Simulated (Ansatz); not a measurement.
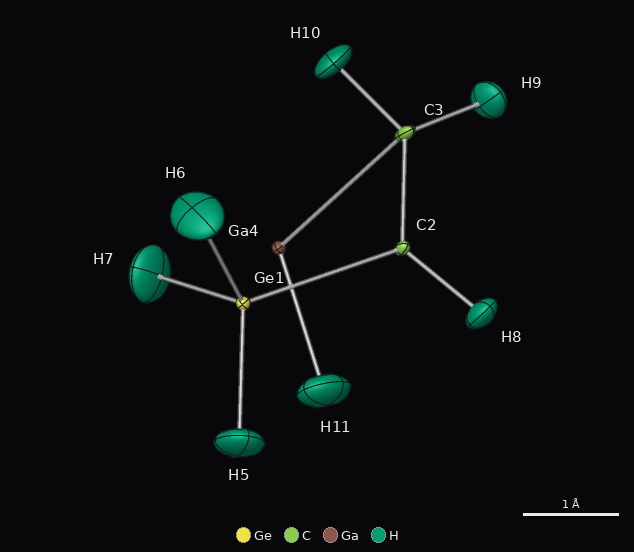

Displacement ellipsoids at the 50 % level, from the internal vibrations of the free molecule (harmonic, no overall translation or rotation; no half-axis is drawn under 0.075 Å). Vibrations computed with RKS PBE0-D4/def2-TZVP (Ansatz 0.2.0). Temperature: 200 K.

Which atom has the largest mean-square displacement?

H6, with U_eq = 0.0336 Å².

Does H6 move more along its bond or across it?

Across it: the root-mean-square amplitude is 0.096 Å along the bond and up to 0.247 Å across, since bending and torsion are softer than stretching.

Give the displacement parameters, one line for each set of equivalent atoms.

```csv
atom,U_eq (Å²),rms amplitudes (Å)
Ge1,0.0012,"0.006, 0.012, 0.057"
C2,0.0032,"0.041, 0.046, 0.076"
C3,0.0048,"0.029, 0.061, 0.099"
Ga4,0.0016,"0.006, 0.024, 0.064"
H5,0.0276,"0.090, 0.171, 0.213"
H6,0.0336,"0.093, 0.176, 0.247"
H7,0.0312,"0.100, 0.199, 0.210"
H8,0.0168,"0.082, 0.125, 0.167"
H9,0.0196,"0.091, 0.136, 0.180"
H10,0.0183,"0.077, 0.155, 0.158"
H11,0.0281,"0.103, 0.176, 0.207"
```
